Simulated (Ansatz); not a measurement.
# UBLYP/def2-TZVP run of CH4BO (SMILES [BH]OC)

What is the vertical ionisation energy of CH4BO at UBLYP/def2-TZVP? 

The results are computed with Ansatz 0.2.0.

34 further runs of the same task are left out: 34 set aside as unsound or not needed.

**1. The system as given**

CH4BO: 7 atoms, total charge 0, spin state doublet. As SMILES, `[BH]OC`. The coordinates come from a PBE0-D4/def2-TZVP relaxation. This is one conformer, not always the lowest.

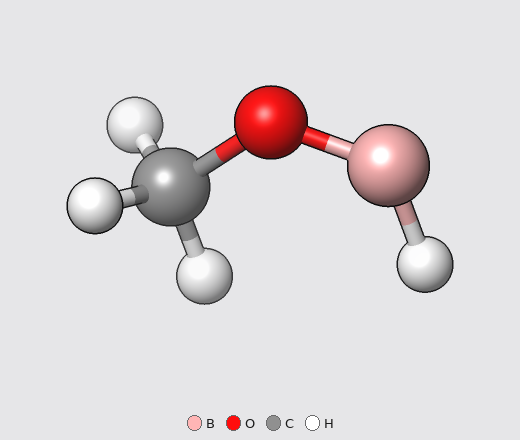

The structure, seen from a chosen angle (boron pink, oxygen red, carbon grey, hydrogen white).

**2. A single-point energy at UBLYP/def2-TZVP**

File job.yaml:

```yaml
crystal:
  periodic: [false, false, false]
  atoms:
    - {symbol: B, position_ang: [-1.319600, -1.025700, -0.172900]}
    - {symbol: O, position_ang: [-0.272400, -0.707100, 0.564500]}
    - {symbol: C, position_ang: [0.642200, 0.338600, 0.243900]}
    - {symbol: H, position_ang: [-1.628500, -0.474200, -1.201600]}
    - {symbol: H, position_ang: [0.357800, 0.834000, -0.687600]}
    - {symbol: H, position_ang: [0.643000, 1.059300, 1.062300]}
    - {symbol: H, position_ang: [1.638900, -0.092800, 0.145600]}
basis:
  gaussian:
    orbitals: def2-TZVP
accuracy: high
output: {orbitals: {seedname: orbitals}}
hamiltonian:
  xc: {name: BLYP}
magnetization:
  spin_polarized: true
  initial_magnetization: 1
```

Launch:

```console
ansatz run job.yaml --threads 1 --pin off --max-ram 3480MiB --events-out events.jsonl --progress --plain --runs-dir runs
```

The log of the run:

```text
Warning: RAYON_NUM_THREADS=1 ignored (pool sized by the plan → 1); use --threads N
Functional definition: BLYP
  name "BLYP"
  parameter beta = 0.0042
  parameter a = 0.04918
  parameter b = 0.132
  parameter c = 0.2533
  parameter d = 0.349
  exchange = b88_x(beta = beta)
  correlation = lyp_c(a = a, b = b, c = c, d = d)
2137 factors; integrals over basis functions are off by at most 3.8e-9 eV
mean field evaluation 1: about -3816.5439 eV, gradient 4.4e1 eV
mean field evaluation 2: about -3780.9638 eV, gradient 1.0e2 eV
mean field evaluation 4: about -3824.1063 eV, gradient 7.1e0 eV
mean field evaluation 8: about -3824.2995 eV, gradient 1.0e-1 eV
mean field evaluation 16: about -3824.2995 eV, gradient 1.9e-5 eV
mean field -3824.29951467 eV, -140.5404149606 hartree, gradient 1.4e-8 eV, S^2 0.751924; 0 other end points of the search recorded, 0 dependent functions left out
reference -3824.29956396 eV, -140.5404167721 hartree; 12, 11 occupied and 105, 106 virtual orbitals, 2137 factors
Total energy: -3824.29956396 eV, -140.5404167721 hartree
```

Wall time 10 s (1 thread of Arm Neoverse V1, shared host); peak memory 0.34 GiB.

**3. The singlet cation at the same level**

File input.yaml:

```yaml
crystal:
  periodic: [false, false, false]
  atoms:
    - {symbol: B, position_ang: [-1.319600, -1.025700, -0.172900]}
    - {symbol: O, position_ang: [-0.272400, -0.707100, 0.564500]}
    - {symbol: C, position_ang: [0.642200, 0.338600, 0.243900]}
    - {symbol: H, position_ang: [-1.628500, -0.474200, -1.201600]}
    - {symbol: H, position_ang: [0.357800, 0.834000, -0.687600]}
    - {symbol: H, position_ang: [0.643000, 1.059300, 1.062300]}
    - {symbol: H, position_ang: [1.638900, -0.092800, 0.145600]}
basis:
  gaussian: {orbitals: def2-TZVP}
accuracy: high
total_charge: 1
hamiltonian: {xc: {name: BLYP}}
output: {orbitals: {seedname: orbitals}}
```

Launch:

```console
ansatz run input.yaml --threads 1 --pin off --max-ram 3480MiB --events-out events.jsonl --progress --plain --runs-dir runs
```

The log of the run:

```text
Warning: RAYON_NUM_THREADS=1 ignored (pool sized by the plan → 1); use --threads N
Functional definition: BLYP
  name "BLYP"
  parameter beta = 0.0042
  parameter a = 0.04918
  parameter b = 0.132
  parameter c = 0.2533
  parameter d = 0.349
  exchange = b88_x(beta = beta)
  correlation = lyp_c(a = a, b = b, c = c, d = d)
2137 factors; integrals over basis functions are off by at most 3.8e-9 eV
mean field evaluation 1: about -3795.7683 eV, gradient 1.0e2 eV
mean field evaluation 2: about -3652.1245 eV, gradient 2.3e2 eV
mean field evaluation 4: about -3815.0764 eV, gradient 2.7e1 eV
mean field evaluation 8: about -3816.4225 eV, gradient 3.9e-1 eV
mean field evaluation 16: about -3816.4235 eV, gradient 2.3e-5 eV
mean field -3816.42348176 eV, -140.2509760898 hartree, gradient 3.1e-8 eV, S^2 0.000000; 0 other end points of the search recorded, 0 dependent functions left out
reference -3816.42353276 eV, -140.2509779642 hartree; 11, 11 occupied and 106, 106 virtual orbitals, 2137 factors
Total energy: -3816.42353276 eV, -140.2509779642 hartree
```

It took 6.9 s on 1 thread of Arm Neoverse V1, shared host; peak memory 0.29 GiB.

**4. Summary of results**

At UBLYP/def2-TZVP:

| quantity | value |
| --- | --- |
| doublet CH4BO: total energy | -140.54042 Eh |
| doublet CH4BO: HOMO energy (highest over α and β) | -4.05 eV |
| doublet CH4BO: LUMO energy (lowest over α and β) | -2.03 eV |
| doublet CH4BO: ⟨S²⟩ | 0.752 |
| singlet cation: total energy | -140.25098 Eh |
| singlet cation: HOMO energy | -14.70 eV |
| singlet cation: LUMO energy | -11.47 eV |
| singlet cation: HOMO–LUMO gap | 3.22 eV |
| vertical ionisation energy (to the singlet cation) | 7.876 eV |

In words: The vertical ionisation energy comes to 7.88 eV (760 kJ/mol). Only the singlet of the ionised species was computed; a triplet could lie lower.
